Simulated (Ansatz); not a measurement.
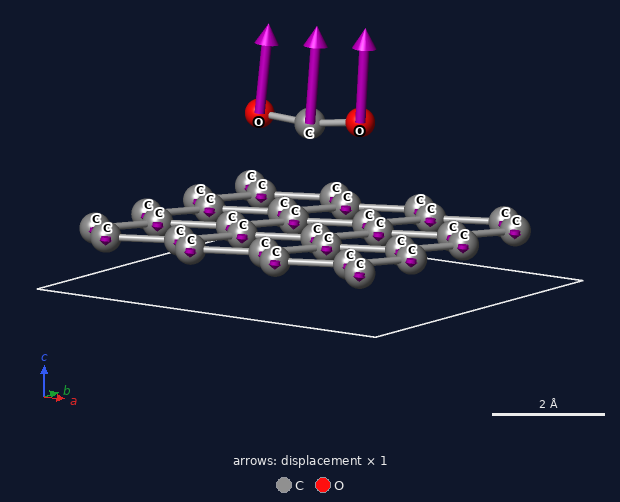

This is a relaxation of a slab of composition C33O2. The starting structure is drawn; purple arrows show the displacements, at their true length.

A ball-and-stick model of the cell of the calculation, outlined in the plane, without the vacuum (origin shifted), seen slightly off an axis.

It is CO2 on graphene monolayer, set down by a guess. The run prepares an end point of a later path (molecule hop) calculation, from a guessed geometry.

Method: DFT PBE, scalar-relativistic, plane waves, PAW (Ansatz 0.2.0). (plane-wave cutoff 420 eV; k-point mesh 2 × 2 × 1; occupations fermi dirac; smearing width 0.02 eV; no spin polarisation; atoms relaxed in a fixed cell; force threshold 0.03 eV/Å; at most 60 steps)

### Describe the change and its energy.

Over 12 accepted moves (13 points after the start) the energy falls by 4.247 eV per cell of the calculation. Largest force component: 4.3 eV/Å at the start, 0.006 eV/Å at the end. 1 step only repeated the SCF at the same geometry. The atom that moves furthest relative to the layer's centre is a C atom (1.78 Å along the normal (+c)). Largest moves by element: C 1.78 Å, O 1.73 Å. The cell doesn't change. Among the angles between lasting bonds that change: O–C–O 170.2° → 179.9°. Cost: 2.7 min on 2 threads of Intel(R) Xeon(R) Platinum 8259CL CPU @ 2.50GHz (Skylake/Cascade Lake) (shared host), peak memory 1.8 GiB.
